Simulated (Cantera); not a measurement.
Feed: 1 mol SiH2Cl2, a varied amount of N2, equilibrated at 1627 °C and 7.50 Torr.

Method: chemical equilibrium by Gibbs-energy minimisation in Cantera with the NASA 1993 tables (ideal gas, pure condensed phases). Candidate condensed phases: NH4Cl, Si, Si3N4; 28 gas species. The tables' values for SiCl, SiCl3, SiN are old estimates; treat these amounts as uncertain. Gases not in the tables: Si2H6 and higher silanes. Rates play no part.

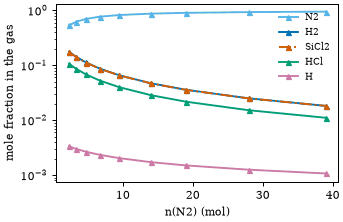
Equilibrium gas composition (values under 1e-9 drawn at 1e-9)

**Question.** Read off the mole fractions at 9.5 mol N2.

**Answer.** N2 about 0.82, H2 about 0.066, SiCl2 about 0.065, HCl about 0.040, H about 0.0020.
